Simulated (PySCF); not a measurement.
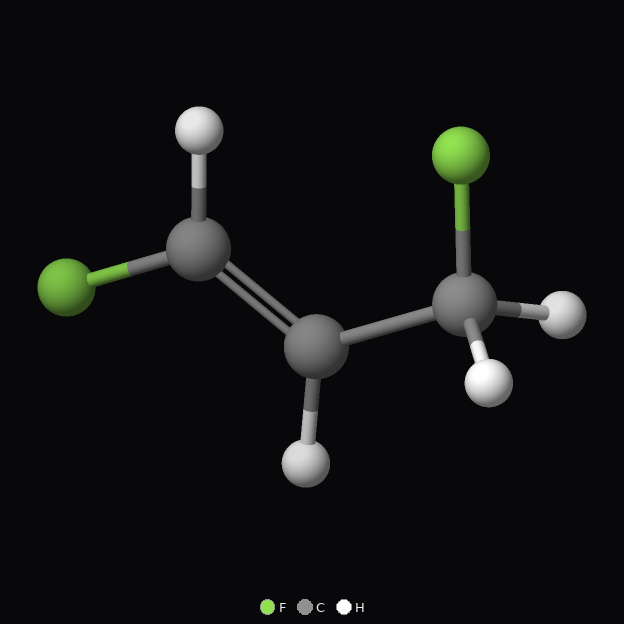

Ball-and-stick drawing of a structure. Double and triple bonds are drawn as two and three sticks.

What is the molecular formula?

C3H4F2, 9 atoms: 3 carbon, 4 hydrogen and 2 fluorine.

What is the point group of this geometry?

Cs.

How many bonds of each kind are drawn?

4 C–H, 2 C–F, 2 C–C.

Describe its rings.

It has no ring.

The parts below concern this one geometry. Atoms keep their numbers from picture to picture. The geometry was computed by an optimisation with PBE0-D3(BJ)/def2-SVP. No frequency run is at hand to confirm it as a minimum.

**Polarisability**

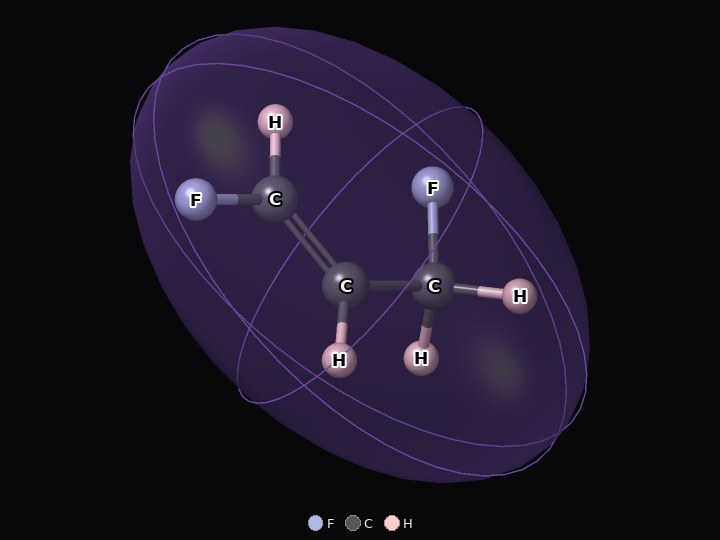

The ellipsoid shows the static dipole polarisability: its half-axes are proportional to the principal values. No frequency run is at hand to confirm it as a minimum. Method: HF/def2-SVPD (PySCF 2.14.0).

Give the principal values, the mean and the anisotropy.

Principal values 29.3, 34.8, 48.6 bohr³; mean 37.6 bohr³ (5.57 Å³); anisotropy 17.3 bohr³, so the longest axis is 1.66 times the shortest.

**Excitation**

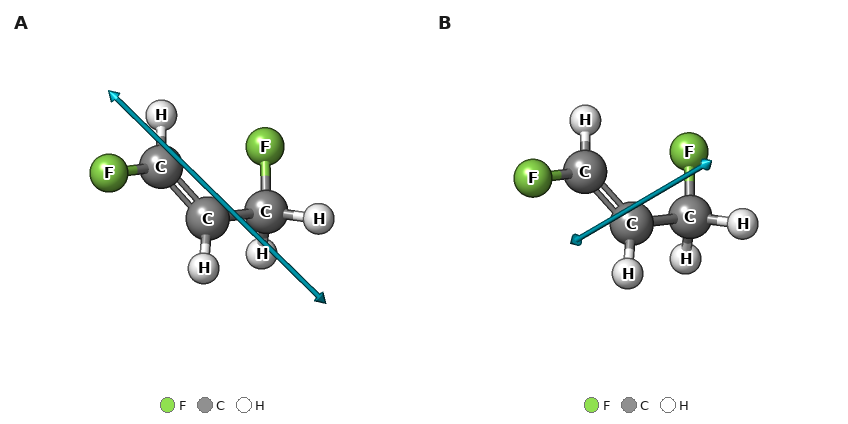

The double arrows show the directions of two transition dipoles from the ground state (lengths mean nothing). No frequency run is at hand to confirm it as a minimum. Method: TDDFT HF/def2-SVPD, vertical, gas phase, core orbitals frozen in the response (PySCF 2.14.0).

One belongs to singlet state 1 and one to singlet state 4. Which is which?

A: state 1, 7.79 eV (159 nm), oscillator strength 0.46, mainly HOMO → LUMO+3 (weight 0.90).
B: state 4, 9.14 eV (136 nm), oscillator strength 0.016, mainly HOMO → LUMO+2 (weight 0.75).

**NMR shielding**

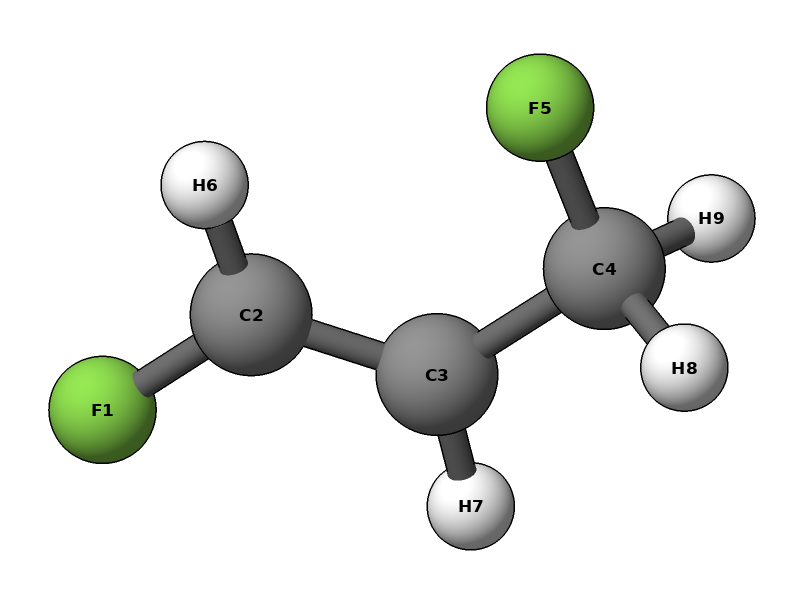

No frequency run is at hand to confirm it as a minimum. Level of theory: GIAO PBE0/aug-cc-pVDZ NMR shielding, non-relativistic, gas phase (PySCF 2.14.0). Principal shieldings σ11 ≤ σ22 ≤ σ33, span Ω = σ33 − σ11, skew κ = 3(σiso − σ22)/Ω.

Which F atom has the most anisotropic shielding?

F1, with a span of 208 ppm.

Give the shielding tensors of the F atoms.

```json
{"atom": "F1", "σ11": "228.8", "σ22": "297.3", "σ33": "436.6", "σiso": "320.9", "Ω": "207.8", "κ": "0.34"}
{"atom": "F5", "σ11": "388.5", "σ22": "452.2", "σ33": "453.2", "σiso": "431.3", "Ω": "64.7", "κ": "−0.97"}
```

Shieldings and span in ppm.

**Core levels**

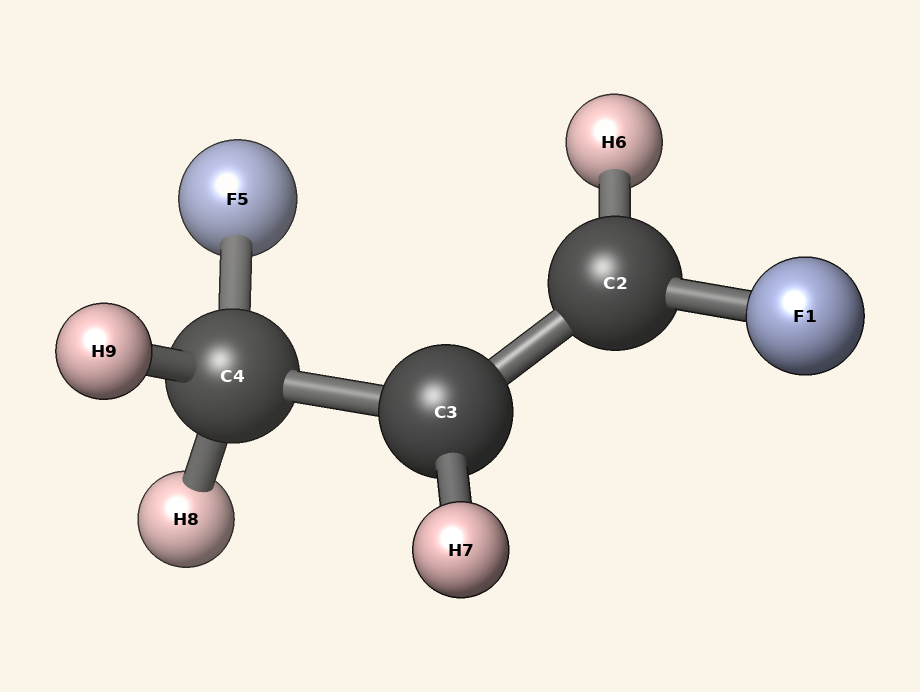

No frequency run is at hand to confirm it as a minimum. Properties computed with delta-SCF UKS SCAN, pcX-1 on the ionised atom, pcseg-1 elsewhere, spin-free X2C (PySCF 2.14.0).

Give the core-electron binding energies (to vacuum) of F1 1s, C2 1s, C3 1s, C4 1s, F5 1s.

```tsv
atom	level	binding energy (eV)
F1	1s	693.4
C2	1s	293.0
C3	1s	291.0
C4	1s	293.7
F5	1s	693.1
```
